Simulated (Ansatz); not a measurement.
# SiGeH7 (doublet): HSE06, B2PLYP, RPA-PBE over a scan of the distance Si1–H5 along a hydrogen transfer, cc-pVDZ, part 2 of 2

Ansatz 0.2.0, Gaussian basis; cc-pVDZ, all electrons in the functionals, frozen cores in the correlation of double hybrids and RPA. Earlier steps stand in the parts before.

## 11. B2PLYP, 2.353 Å

Input file in.yaml:

```yaml
crystal:
  periodic: [false, false, false]
  atoms:
    - {symbol: Si, position_ang: [-2.747190, 0.000000, 0.000001]}
    - {symbol: H, position_ang: [-3.242061, 1.399708, 0.000001]}
    - {symbol: H, position_ang: [-3.242061, -0.699855, 1.212183]}
    - {symbol: H, position_ang: [-3.242061, -0.699854, -1.212182]}
    - {symbol: H, position_ang: [-0.394190, 0.000000, 0.000000]}
    - {symbol: Ge, position_ang: [1.135810, 0.000000, 0.000000]}
    - {symbol: H, position_ang: [1.604479, -1.465915, 0.000000]}
    - {symbol: H, position_ang: [1.604478, 0.732958, -1.269520]}
    - {symbol: H, position_ang: [1.604479, 0.732958, 1.269519]}
basis:
  gaussian: {orbitals: cc-pVDZ}
magnetization: {spin_polarized: true, initial_magnetization: 1}
hamiltonian: {xc: {name: B2PLYP}}
correlation: {electrons: outside_noble_gas}
```

Run with:

```console
ansatz run in.yaml --threads 1 --pin off --events-out ev --progress --plain --max-ram 2816MiB --backend cpu
```

Output, cut to the lines that bear on the results:

```text
Functional definition: B2PLYP
  name "B2PLYP"
  cite "Grimme, J. Chem. Phys. 124, 034108 (2006) doi:10.1063/1.2148954"
  cite "Becke, Phys. Rev. A 38, 3098 (1988) doi:10.1103/PhysRevA.38.3098"
  cite "Lee, Yang & Parr, Phys. Rev. B 37, 785 (1988) doi:10.1103/PhysRevB.37.785"
[...]
808 factors; integrals over basis functions are off by at most 1.1e-3 eV
[...]
mean field -64489.18124470 eV, -2369.9336984056 hartree, gradient 8.0e-6 eV, S^2 0.753948; 0 other end points of the search recorded, 0 dependent functions left out
19 core orbitals not correlated: weight in the atoms' cores, before any rotation towards them, 0.999 or more for the frozen orbitals, at most 0.001 for the correlated occupied ones
reference -64489.18143907 eV, -2369.9337055486 hartree; 8, 7 occupied and 53, 54 virtual orbitals, 808 factors
second order -7.20741093 eV of doubles, -0.00000000 eV of singles
Total energy: -64491.12744002 eV, -2370.0052197645 hartree
```

It took 3.1 s on 1 thread of AMD EPYC 7R13, shared host; peak memory 0.26 GiB.

From the report: ⟨S²⟩ of the determinant 0.754 (pure doublet: 0.75).

From 1.485 Å: +0.240 eV.

## 12. RPA-PBE, 1.485 Å

Input file in.yaml:

```yaml
crystal:
  periodic: [false, false, false]
  atoms:
    - {symbol: Si, position_ang: [-2.739069, 0.000000, 0.000001]}
    - {symbol: H, position_ang: [-3.233941, 1.399708, 0.000001]}
    - {symbol: H, position_ang: [-3.233940, -0.699855, 1.212183]}
    - {symbol: H, position_ang: [-3.233941, -0.699854, -1.212182]}
    - {symbol: H, position_ang: [-1.254454, 0.000000, 0.000000]}
    - {symbol: Ge, position_ang: [1.143931, 0.000000, 0.000000]}
    - {symbol: H, position_ang: [1.612600, -1.465915, 0.000000]}
    - {symbol: H, position_ang: [1.612599, 0.732958, -1.269520]}
    - {symbol: H, position_ang: [1.612600, 0.732958, 1.269519]}
basis:
  gaussian: {orbitals: cc-pVDZ}
magnetization: {spin_polarized: true, initial_magnetization: 1}
hamiltonian: {xc: {name: PBE}}
correlation: {method: rpa, electrons: outside_noble_gas}
```

Launched as before.

Output, cut to the lines that bear on the results:

```text
Functional definition: PBE
  name "PBE"
  cite "Perdew, Burke & Ernzerhof, Phys. Rev. Lett. 77, 3865 (1996) doi:10.1103/PhysRevLett.77.3865"
  parent pbe
[...]
808 factors; integrals over basis functions are off by at most 1.2e-3 eV
[...]
mean field -64493.39353898 eV, -2370.0884973653 hartree, gradient 1.8e-6 eV, S^2 0.751636; 0 other end points of the search recorded, 0 dependent functions left out
19 core orbitals not correlated: weight in the atoms' cores, before any rotation towards them, 0.998 or more for the frozen orbitals, at most 0.001 for the correlated occupied ones
reference -64442.74864798 eV, -2368.2273319495 hartree; 8, 7 occupied and 53, 54 virtual orbitals, 808 factors
Total energy: -64455.47046190 eV, -2368.6948499878 hartree
```

Wall time 3 s (1 thread of AMD EPYC 7R13, shared host).

From the report: ⟨S²⟩ of the determinant 0.752 (pure doublet: 0.75).

## 13. RPA-PBE, 1.609 Å

Input file in.yaml:

```yaml
crystal:
  periodic: [false, false, false]
  atoms:
    - {symbol: Si, position_ang: [-2.740232, 0.000000, 0.000001]}
    - {symbol: H, position_ang: [-3.235104, 1.399708, 0.000001]}
    - {symbol: H, position_ang: [-3.235103, -0.699855, 1.212183]}
    - {symbol: H, position_ang: [-3.235104, -0.699854, -1.212182]}
    - {symbol: H, position_ang: [-1.131232, 0.000000, 0.000000]}
    - {symbol: Ge, position_ang: [1.142768, 0.000000, 0.000000]}
    - {symbol: H, position_ang: [1.611437, -1.465915, 0.000000]}
    - {symbol: H, position_ang: [1.611436, 0.732958, -1.269520]}
    - {symbol: H, position_ang: [1.611437, 0.732958, 1.269519]}
basis:
  gaussian: {orbitals: cc-pVDZ}
magnetization: {spin_polarized: true, initial_magnetization: 1}
hamiltonian: {xc: {name: PBE}}
correlation: {method: rpa, electrons: outside_noble_gas}
```

The command is unchanged.

Output, cut to the lines that bear on the results:

```text
Functional definition: PBE
  name "PBE"
  cite "Perdew, Burke & Ernzerhof, Phys. Rev. Lett. 77, 3865 (1996) doi:10.1103/PhysRevLett.77.3865"
  parent pbe
[...]
808 factors; integrals over basis functions are off by at most 1.2e-3 eV
[...]
mean field -64493.39073916 eV, -2370.0883944737 hartree, gradient 3.2e-6 eV, S^2 0.751905; 0 other end points of the search recorded, 0 dependent functions left out
19 core orbitals not correlated: weight in the atoms' cores, before any rotation towards them, 0.998 or more for the frozen orbitals, at most 0.001 for the correlated occupied ones
reference -64442.57227263 eV, -2368.2208502749 hartree; 8, 7 occupied and 53, 54 virtual orbitals, 808 factors
Total energy: -64455.36936682 eV, -2368.6911348120 hartree
```

Wall time 3.1 s (1 thread of AMD EPYC 7R13, shared host).

From the report: ⟨S²⟩ of the determinant 0.752 (pure doublet: 0.75).

From 1.485 Å: +0.101 eV.

## 14. RPA-PBE, 1.857 Å

Input file in.yaml:

```yaml
crystal:
  periodic: [false, false, false]
  atoms:
    - {symbol: Si, position_ang: [-2.742551, 0.000000, 0.000001]}
    - {symbol: H, position_ang: [-3.237423, 1.399708, 0.000001]}
    - {symbol: H, position_ang: [-3.237422, -0.699855, 1.212183]}
    - {symbol: H, position_ang: [-3.237423, -0.699854, -1.212182]}
    - {symbol: H, position_ang: [-0.885551, 0.000000, 0.000000]}
    - {symbol: Ge, position_ang: [1.140449, 0.000000, 0.000000]}
    - {symbol: H, position_ang: [1.609117, -1.465915, 0.000000]}
    - {symbol: H, position_ang: [1.609117, 0.732958, -1.269520]}
    - {symbol: H, position_ang: [1.609117, 0.732958, 1.269519]}
basis:
  gaussian: {orbitals: cc-pVDZ}
magnetization: {spin_polarized: true, initial_magnetization: 1}
hamiltonian: {xc: {name: PBE}}
correlation: {method: rpa, electrons: outside_noble_gas}
```

The command is unchanged.

Output, cut to the lines that bear on the results:

```text
Functional definition: PBE
  name "PBE"
  cite "Perdew, Burke & Ernzerhof, Phys. Rev. Lett. 77, 3865 (1996) doi:10.1103/PhysRevLett.77.3865"
  parent pbe
[...]
810 factors; integrals over basis functions are off by at most 1.3e-3 eV
[...]
mean field -64493.18639893 eV, -2370.0808851090 hartree, gradient 5.5e-6 eV, S^2 0.753315; 0 other end points of the search recorded, 0 dependent functions left out
19 core orbitals not correlated: weight in the atoms' cores, before any rotation towards them, 0.998 or more for the frozen orbitals, at most 0.001 for the correlated occupied ones
reference -64442.05544099 eV, -2368.2018570623 hartree; 8, 7 occupied and 53, 54 virtual orbitals, 810 factors
Total energy: -64455.00272522 eV, -2368.6776609818 hartree
```

Run time: 2.8 s. Hardware: 1 thread of AMD EPYC 7R13, shared host.

From the report: ⟨S²⟩ of the determinant 0.753 (pure doublet: 0.75).

From 1.485 Å: +0.468 eV.

## 15. RPA-PBE, 2.105 Å

Input file in.yaml:

```yaml
crystal:
  periodic: [false, false, false]
  atoms:
    - {symbol: Si, position_ang: [-2.744870, 0.000000, 0.000001]}
    - {symbol: H, position_ang: [-3.239742, 1.399708, 0.000001]}
    - {symbol: H, position_ang: [-3.239742, -0.699855, 1.212183]}
    - {symbol: H, position_ang: [-3.239742, -0.699854, -1.212182]}
    - {symbol: H, position_ang: [-0.639870, 0.000000, 0.000000]}
    - {symbol: Ge, position_ang: [1.138130, 0.000000, 0.000000]}
    - {symbol: H, position_ang: [1.606798, -1.465915, 0.000000]}
    - {symbol: H, position_ang: [1.606798, 0.732958, -1.269520]}
    - {symbol: H, position_ang: [1.606798, 0.732958, 1.269519]}
basis:
  gaussian: {orbitals: cc-pVDZ}
magnetization: {spin_polarized: true, initial_magnetization: 1}
hamiltonian: {xc: {name: PBE}}
correlation: {method: rpa, electrons: outside_noble_gas}
```

The command is unchanged.

Output, cut to the lines that bear on the results:

```text
Functional definition: PBE
  name "PBE"
  cite "Perdew, Burke & Ernzerhof, Phys. Rev. Lett. 77, 3865 (1996) doi:10.1103/PhysRevLett.77.3865"
  parent pbe
[...]
808 factors; integrals over basis functions are off by at most 1.4e-3 eV
[...]
mean field -64493.18963179 eV, -2370.0810039141 hartree, gradient 4.5e-6 eV, S^2 0.753247; 0 other end points of the search recorded, 0 dependent functions left out
19 core orbitals not correlated: weight in the atoms' cores, before any rotation towards them, 0.998 or more for the frozen orbitals, at most 0.001 for the correlated occupied ones
reference -64442.13289315 eV, -2368.2047033769 hartree; 8, 7 occupied and 53, 54 virtual orbitals, 808 factors
Total energy: -64455.03269804 eV, -2368.6787624627 hartree
```

It took 3 s on 1 thread of AMD EPYC 7R13, shared host.

From the report: ⟨S²⟩ of the determinant 0.753 (pure doublet: 0.75).

From 1.485 Å: +0.438 eV.

## 16. RPA-PBE, 2.353 Å

Input file in.yaml:

```yaml
crystal:
  periodic: [false, false, false]
  atoms:
    - {symbol: Si, position_ang: [-2.747190, 0.000000, 0.000001]}
    - {symbol: H, position_ang: [-3.242061, 1.399708, 0.000001]}
    - {symbol: H, position_ang: [-3.242061, -0.699855, 1.212183]}
    - {symbol: H, position_ang: [-3.242061, -0.699854, -1.212182]}
    - {symbol: H, position_ang: [-0.394190, 0.000000, 0.000000]}
    - {symbol: Ge, position_ang: [1.135810, 0.000000, 0.000000]}
    - {symbol: H, position_ang: [1.604479, -1.465915, 0.000000]}
    - {symbol: H, position_ang: [1.604478, 0.732958, -1.269520]}
    - {symbol: H, position_ang: [1.604479, 0.732958, 1.269519]}
basis:
  gaussian: {orbitals: cc-pVDZ}
magnetization: {spin_polarized: true, initial_magnetization: 1}
hamiltonian: {xc: {name: PBE}}
correlation: {method: rpa, electrons: outside_noble_gas}
```

The command is unchanged.

Output, cut to the lines that bear on the results:

```text
Functional definition: PBE
  name "PBE"
  cite "Perdew, Burke & Ernzerhof, Phys. Rev. Lett. 77, 3865 (1996) doi:10.1103/PhysRevLett.77.3865"
  parent pbe
[...]
808 factors; integrals over basis functions are off by at most 1.1e-3 eV
[...]
mean field -64493.22182820 eV, -2370.0821871105 hartree, gradient 3.1e-6 eV, S^2 0.752489; 0 other end points of the search recorded, 0 dependent functions left out
19 core orbitals not correlated: weight in the atoms' cores, before any rotation towards them, 0.998 or more for the frozen orbitals, at most 0.001 for the correlated occupied ones
reference -64442.49059797 eV, -2368.2178487866 hartree; 8, 7 occupied and 53, 54 virtual orbitals, 808 factors
Total energy: -64455.21170738 eV, -2368.6853409347 hartree
```

Run time: 2.7 s. Hardware: 1 thread of AMD EPYC 7R13, shared host.

From the report: ⟨S²⟩ of the determinant 0.752 (pure doublet: 0.75).

From 1.485 Å: +0.259 eV.

## 17. Against the wave-function levels

The yardstick is UCCSDT(Q), where the cluster series has nearly closed. It comes from earlier runs at the same points. Energies in eV, counted from 1.485 Å; blanks weren't run or aren't comparable.

| level | 1.485 Å | 1.609 Å | 1.857 Å | 2.105 Å | 2.353 Å |
| --- | --- | --- | --- | --- | --- |
| UCCSDT(Q) | 0.000 | 0.101 | 0.485 | 0.447 | 0.250 |
| HSE06 | 0.000 | 0.040 | 0.310 | 0.291 | 0.186 |
| B2PLYP | 0.000 | 0.079 | 0.421 | 0.397 | 0.240 |
| RPA-PBE | 0.000 | 0.101 | 0.468 | 0.438 | 0.259 |

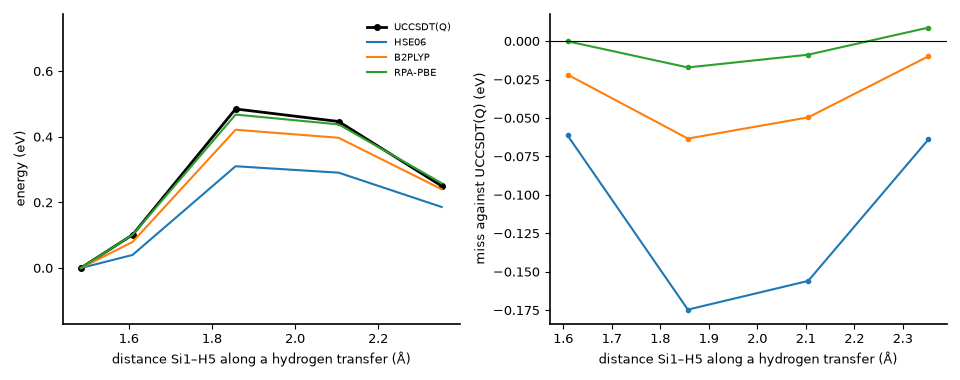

Left: the curves (the axis may cut off levels that run far away). Right: misses against UCCSDT(Q), in the same colours.

Largest miss and mean time a point (UCCSDT(Q) took 10 s a point; shared hosts):

| level | largest miss (eV) | where | time a point |
| --- | --- | --- | --- |
| HSE06 | -0.175 | 1.857 Å | 3.5 s |
| B2PLYP | -0.063 | 1.857 Å | 3.3 s |
| RPA-PBE | -0.017 | 1.857 Å | 2.9 s |

## 18. Results

The summary covers parts 1 to 2.

```
                   quantity                value
span of the UCCSDT(Q) curve             0.485 eV
        largest miss, HSE06  -0.175 eV (1.857 Å)
       largest miss, B2PLYP  -0.063 eV (1.857 Å)
      largest miss, RPA-PBE  -0.017 eV (1.857 Å)
```

What this shows: Of the functionals, RPA-PBE keep the smallest largest miss at the points compared (at most 0.017 eV) and HSE06 strays most (0.175 eV, at 1.857 Å). Functionals and the yardstick converge differently with the basis, so part of each miss in cc-pVDZ is the basis.
